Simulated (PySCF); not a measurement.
# C$_{2}$H$_{4}$Al$_{2}$Cl$_{5}$F: what the fields show

The calculation's input:

```
{"job": {"kind": "nmr", "xc": "PBE0", "basis": "pcSseg-1"}, "charge": 0, "multiplicity": 1}
F      4.103481    -0.583459    -1.093142
Al     2.983081    -0.489174     0.109741
Cl     1.255812    -1.767166    -0.221919
Al     0.029233     0.048154    -0.361190
C     -1.079905     0.092668     1.404356
C     -2.231739     0.362126     0.498497
Cl    -1.800424     1.806887    -0.424809
Cl    -2.270753    -0.979284    -0.652848
Cl    -3.849003     0.577668     1.207761
Cl     1.778364     1.317963     0.028456
H      3.419492    -0.675633     1.544668
H     -0.078248     0.194098    -1.898109
H     -0.982859     0.909396     2.129311
H     -1.277211    -0.814716     1.987086
```

Command:

```sh
OMP_NUM_THREADS=1 python probes_run.py task.json out
```

Geometry: GFN2-xTB.

Method: PySCF, PBE0/pcSseg-1, SCF density, gas phase, non-relativistic.

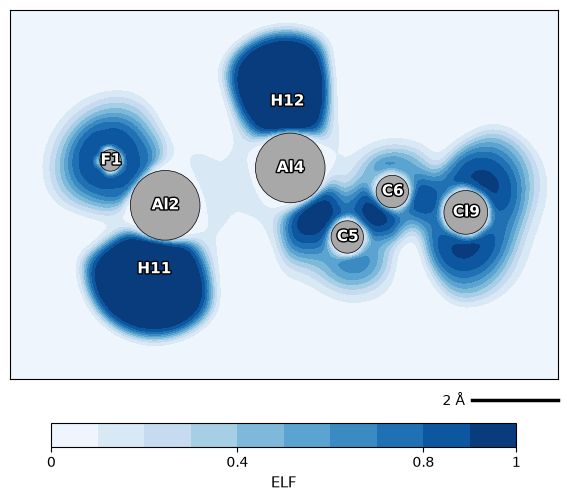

Figure 1. ELF on the plane of atoms C5, C6 and Cl9. Grey discs cover the atomic cores.

### What do the fields say about this system?

- The plane passes through F, Al, C, Cl and H nuclei.
- C–C (1.49 Å): the ELF peaks at about 0.95 between the atoms (a shared electron pair).
- Al–F (1.65 Å): the ELF peaks at about 0.85 in the valence shell of F, 0.5 Å from its nucleus, and is about 0.35 at the midpoint.
- C–Cl (1.78 Å): the ELF peaks at about 0.90 between the atoms (a covalent bond).
- C–Al (2.09 Å): the ELF peaks at about 0.95 between the atoms, as expected for a polar covalent bond.
- Al–H (1.51 Å): the ELF climbs to about 1 towards the hydrogen.
- The ELF also peaks beside Cl9 and F1, away from the bonds: lone-pair regions.

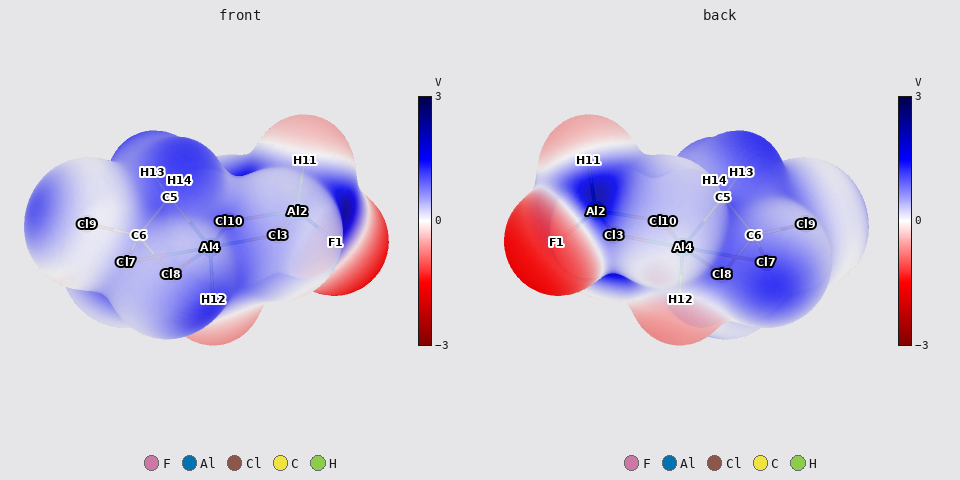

Figure 2. The electrostatic potential painted on the density surface at 0.002 e/bohr³, seen from the front and from behind; red is negative and blue positive.

### Where is the surface potential most negative and most positive?

The most negative region (about −1.5 V) lies over F1, the most positive (about +2.0 V) over Al2. Cl9 shows a σ-hole: about +1.0 V at the tip opposite its bond, against about +0.1 V on its flanks.

### What dipole moment does the calculation give?

Its dipole moment is 3.37 D.
